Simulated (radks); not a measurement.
Theory: scalar-relativistic Kohn-Sham, PBE, spin-polarised, spherical densities, finite nucleus (computed with the in-house radial solver radks). The occupation of the 5d shell is varied from Pb²⁺ ([Xe] 4f14 5d9 6s2 6p1 (high spin)) to Pb⁺ ([Xe] 4f14 5d10 6s2 6p1 (high spin)), with spherical fractional occupations. Wanted, and plotted below: the total energy less the straight line between the end points, and the eigenvalue of 5d↓ (the dashed line is minus the energy to take the whole electron out).

The curve is convex (below the straight line), with the largest deviation among the points computed, −1.68 eV, at 0.5. The end points differ by 35.4 eV, the energy to take the electron out. The eigenvalue, which is the slope of the energy (Janak's theorem), moves from −42.2 eV at 0 to −28.8 eV at 1; for a straight line it would stay constant, and a parabola would sag by an eighth of this change, scaled to a whole electron, 1.68 eV. Convexity is the mark of the delocalisation error, which puts fractional charges too low; for p, d and f shells the spherical spreading of the fraction adds to it. The shell lies under occupied ones, so the straight line is a guide here rather than an exact condition.

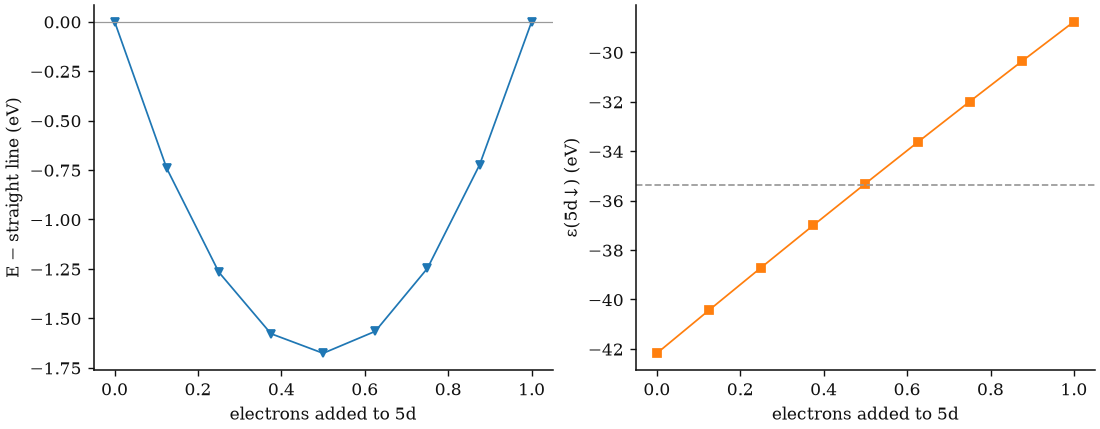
